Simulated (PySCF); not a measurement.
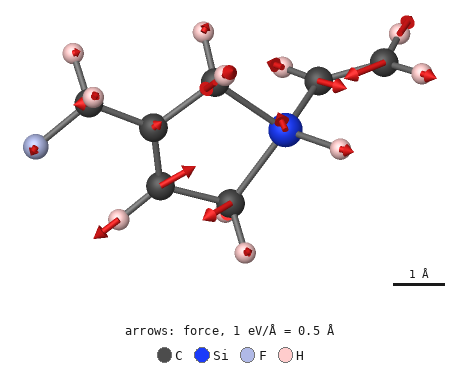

Starting geometry of C7H11FSi with the computed forces as red arrows. The picture is a ball-and-stick view, seen at a tilt.

The start comes from GFN2-xTB. Its atoms were then displaced at random by about 0.01 Å.

All numbers below come from PBE0-D3(BJ)/def2-SVP geometry optimisation, gas phase in PySCF. 

Question: What follows when this structure is relaxed?

Answer: It isn't relaxed: the largest force vector, on a C atom, is 1.98 eV/Å. The final displacements have little in common with the starting forces (cosine between the two patterns 0.28). The largest move after the best rigid fit is that of an H atom, 0.15 Å. Largest moves by element: H 0.15 Å, F 0.08 Å, C 0.06 Å, Si 0.05 Å. Near-neighbour distances that change, for instance: C–H 1.058 → 1.096 Å, H–Si 1.464 → 1.497 Å, C–Si 1.873 → 1.902 Å, C–H 1.075 → 1.099 Å. Bond angles that change, for instance: C–C–H 106.5° → 111.7°, Si–C–H 116.5° → 112.1°, C–Si–H 111.8° → 107.8°. After 9 geometry steps the energy has fallen by 19.4 kJ/mol.
